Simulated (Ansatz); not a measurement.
## Fields on a plane of CuAu (CuAu type, space group P4/mmm)

```
CELL_PARAMETERS angstrom
      2.86058     0.00000     0.00000
      0.00000     2.86058     0.00000
      0.00000     0.00000     3.55181
ATOMIC_POSITIONS crystal
  Cu 0.50000 0.50000 0.50000
  Au 0.00000 0.00000 0.00000
```

The slice is a (001) plane (indices of the conventional cell) through the point (0.500, 0.500, 0.500) (fractional), spanned by u = [100] and v = [010] in vectors of this cell: u (2.86 Å) and v (2.86 Å, at 90° to u). It covers one period; positions are fractions (u, v).

Atoms on it: Cu at (0.00, 0.00).

Method: r2SCAN (plane waves to 500 eV, PAW, scalar-relativistic; Ansatz, a program for electronic structure). k mesh 16×16×13. Inside the PAW spheres the values are not all-electron values, and peaks at nuclei hang on which shells count as valence. CuAu is run without spin polarisation. CuAu was relaxed with its symmetry unable to fall. Spin-orbit coupling is left out, though Au is heavy.

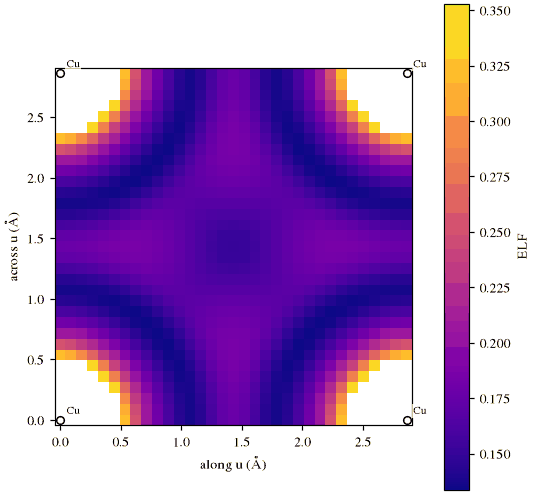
Figure. Electron localisation function (ELF), one period of the plane, atoms marked. Points within 0.5 Å of a nucleus are left white, as the pseudised field means little there.

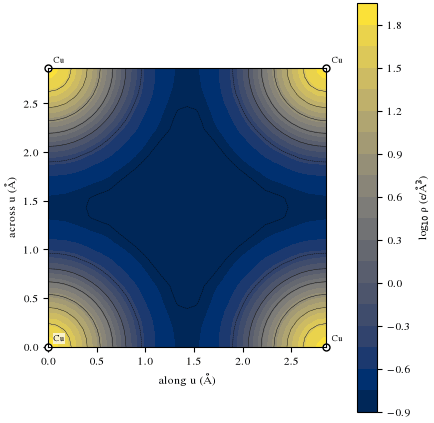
Log₁₀ of the valence density in e/Å³, one period of the plane, atoms marked. The scale is logarithmic, as a density can span decades between atoms and voids.

Density on the Cu–Cu line (2.86 Å) at its midpoint: 0.17 e/Å³
ELF at that point: 0.18
